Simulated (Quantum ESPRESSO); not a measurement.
# Voltage at the next charge: Cd(0001), 4 layers, one monolayer of H on top sites against an electrode

**Set-up.** Quantum ESPRESSO 7.5, PBE, GBRV ultrasoft; ESM with bc3, a metal electrode 5.07 Å above the top atoms; cell area 7.691 Å²; ions fixed. V is the potential energy of an electron at the electrode over the slab's Fermi level, divided by e, so that it equals the work function at zero charge; positive charge removes electrons.

| charge (e a cell) | V (V) |
| --- | --- |
| 0 | 5.769 |
| 0.0115 | 7.033 |
| 0.0231 | 8.316 |

**Question.** What is V at a charge of 0.0461 e, and what capacitance do the rows imply?

**Fit.** The last two rows give dV/dq = (8.316 − 7.033)/(0.0231 − 0.0115) = 110.6 V/e, so C = 1602/(7.691 × 110.6) = 1.88 µF/cm², an effective gap of 8.854/1.88 = 4.70 Å. At constant C, V = 8.316 + 110.6 × 0.023 = 10.86 V.

**Check.** V = 10.887 V; the estimate misses by −0.03 V, 1.1 % of the step. Over the three intervals C goes 1.90, 1.88 and 1.86 µF/cm².

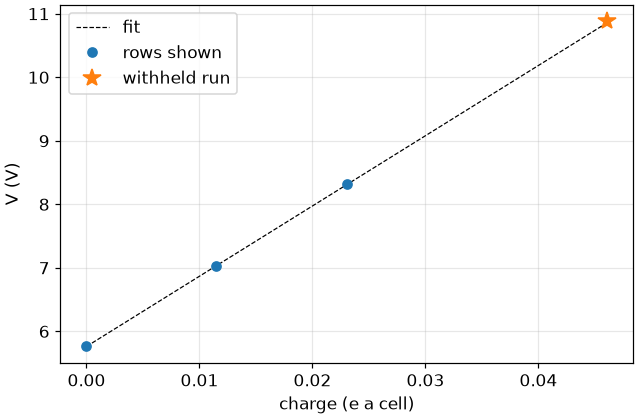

The rows shown, the fit and the withheld run.

Caveats: Vacuum fills the gap; a dielectric or electrolyte would change C. The slab is thin.
